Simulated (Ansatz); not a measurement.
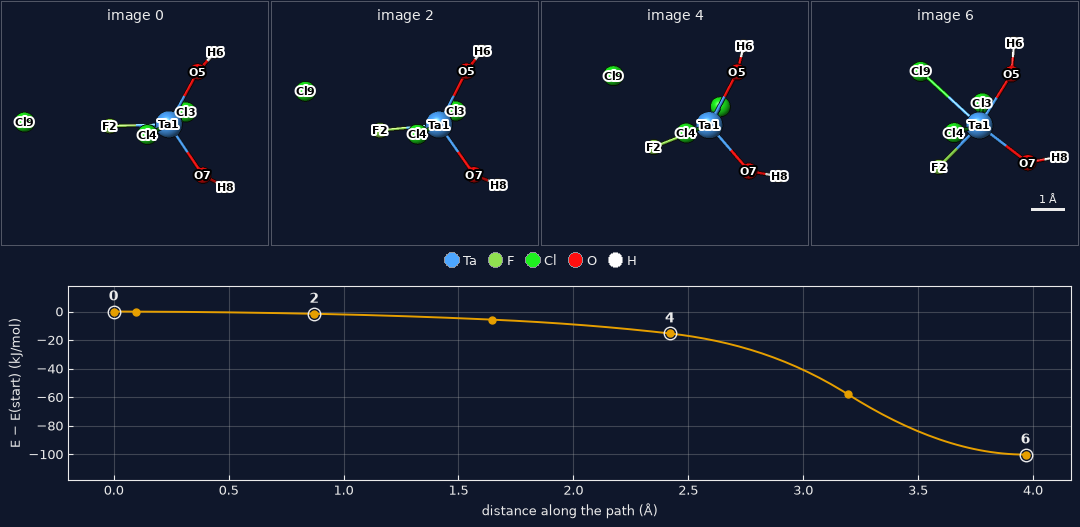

NEB run on TaH₂O₂Cl₃F (multiplicity 2), made up at the start of TaH2O2Cl2F and Cl. Images are numbered from 0 (start) to 6 (end). Style: ball-and-stick. Shown face on.

Theory: Ansatz, UKS PBE/def2-SVP. Run with 5 movable images; climbing image; force threshold 0.05 eV/Å; iteration limit 52; starting path through a guess of the saddle point.

Q: What happens along the path, and what is the barrier?

A: No barrier shows: the energy is highest at the start, and the end lies 100.2 kJ/mol below the start. Forming: Ta1–Cl9 (4.59 → 2.60 Å). The band converged in 19 iterations. The largest component of the band force went from 8.8 to 0.037 eV/Å.

Limits of the set-up: the start holds two separate molecules, 2.7 Å apart at their closest, whose relative position is a soft coordinate and is computed without a dispersion correction.
